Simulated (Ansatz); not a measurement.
# ClH$_{2}$NSi···C$_{2}$H$_{6}$: what the fields show

```yaml
atoms:
  - { symbol: Si, position_ang: [-1.7608, 1.9258, 0.0686] }
  - { symbol: C, position_ang: [1.1769, -0.7061, -0.2912] }
  - { symbol: C, position_ang: [1.0869, -1.8816, 0.6742] }
  - { symbol: N, position_ang: [-2.5013, 1.8109, -1.2941] }
  - { symbol: H, position_ang: [0.3381, -0.7012, -0.9914] }
  - { symbol: H, position_ang: [-2.0292, 1.0324, 1.1868] }
  - { symbol: Cl, position_ang: [-0.3213, 3.2620, 0.6623] }
  - { symbol: H, position_ang: [1.1794, 0.2475, 0.2424] }
  - { symbol: H, position_ang: [2.0941, -0.7459, -0.8820] }
  - { symbol: H, position_ang: [1.9277, -1.8876, 1.3710] }
  - { symbol: H, position_ang: [1.0939, -2.8330, 0.1391] }
  - { symbol: H, position_ang: [0.1690, -1.8444, 1.2651] }
  - { symbol: H, position_ang: [-2.4535, 2.3211, -2.1506] }
```

Method: RHF/def2-SVP (Ansatz 0.2.0).

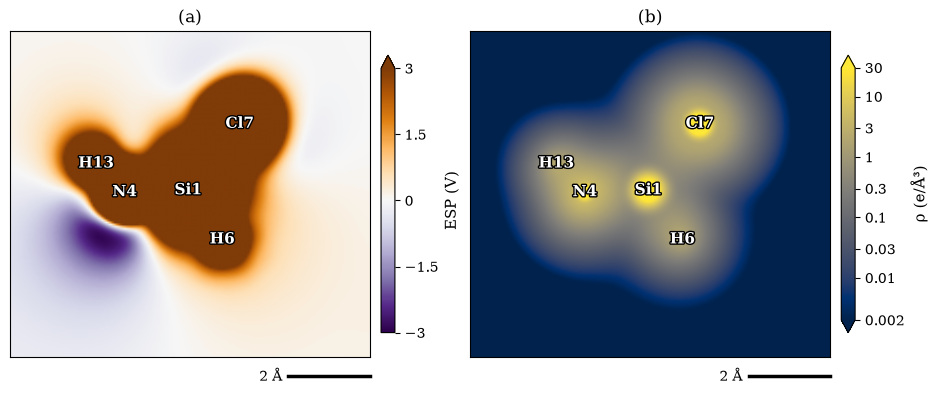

Figure 1. (a) electrostatic potential; (b) total electron density on the plane of atoms N4, Si1 and H6.

Question: What do the fields say about this system?

Answer: Atoms in the plane: Si, N, H and Cl.
Si–N (1.56 Å): ρ is about 1.4 e/Å³ halfway.
Si–Cl (2.05 Å): the density is about 0.88 e/Å³ at the midpoint.
N–H (1.00 Å): ρ is about 2.8 e/Å³ halfway.
Si–H (1.46 Å): the density is about 0.82 e/Å³ at the midpoint.
Outside the dense part of the complex the potential is most negative (−2.9 V) near N4.

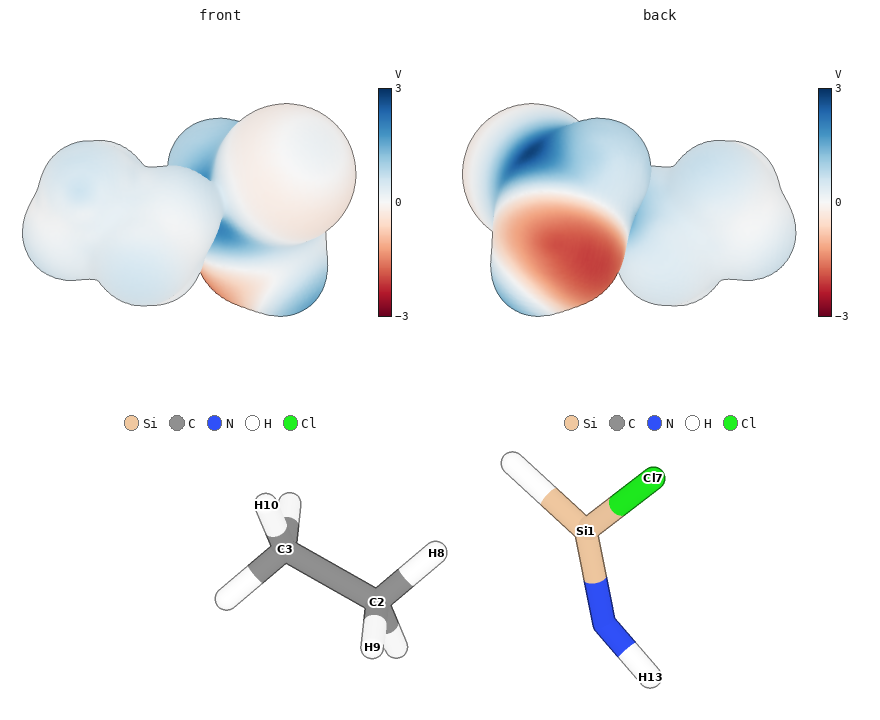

Figure 2. The electrostatic potential painted on the density surface at 0.002 e/bohr³, seen from the front and from behind; red is negative and blue positive. The bare structure is drawn below in the same view.

Question: Describe the electrostatic potential map.

Answer: The most negative region (about −2.0 V) lies over N4, the most positive (about +2.5 V) over Si1. N4 is the likeliest acceptor of a hydrogen bond.

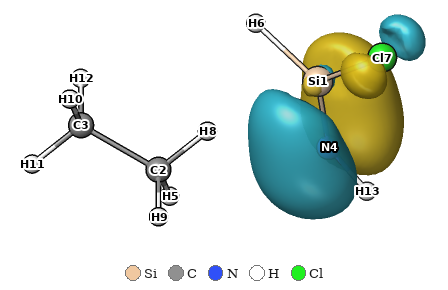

Figure 3. The HOMO at ±0.15 Å⁻³ᐟ² (yellow and cyan are the two phases), seen at a tilt.

Question: Where does this orbital lie, and at what energy?

Answer: Its weight (Hirshfeld) is mainly on N4 (about 60 %), Si1 (about 25 %) and Cl7 (about 5 %). Its energy is −10.60 eV.
